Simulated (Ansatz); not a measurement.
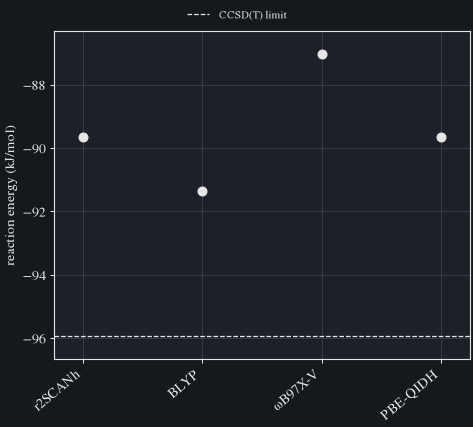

Electronic reaction energy of AlH₂SeF ([F][AlH][SeH]) + GaHSF₂ ([F][Ga]([F])[SH]) → GaH₂SeSF ([F][Ga]([SH])[SeH]) + AlHF₂ ([F][AlH][F]) (SMILES in brackets) at several levels (functionals in def2-TZVPP unless a basis is named), isolated molecules at PBE0-D4 triple-zeta geometries, minima by their frequencies, no zero-point or thermal terms, the Ansatz code. The line is frozen-core CCSD(T) at the basis limit (MP2 extrapolated from triple and quadruple zeta, plus CCSD(T) less MP2 in a smaller set). PBE-QIDH holds a correlation term that converges slowly with the basis, so part of the distance to the limit is basis error. No dispersion term is added to r2SCANh, BLYP and PBE-QIDH. The limit lies 4.8 kJ/mol from CCSD(T)/def2-TZVPP, so the line itself is uncertain by a part of that.

Q: Which level comes closest to the line (CCSD(T) limit), and which misses most?

A: Closest BLYP (−91.4 kJ/mol), against −95.9 kJ/mol; farthest ωB97X-V (−87.0 kJ/mol).

Q: Give the values.

A:
| level | kJ/mol | less CCSD(T) limit |
| --- | --- | --- |
| r2SCANh | −89.7 | 6.3 |
| BLYP | −91.4 | 4.6 |
| ωB97X-V | −87.0 | 8.9 |
| PBE-QIDH | −89.6 | 6.3 |
| CCSD(T) limit | −95.9 | 0.0 |

Known limits of this run: no scalar relativity up to krypton; outer-core shells are correlated without core-valence functions, which makes the correlated values less sure.
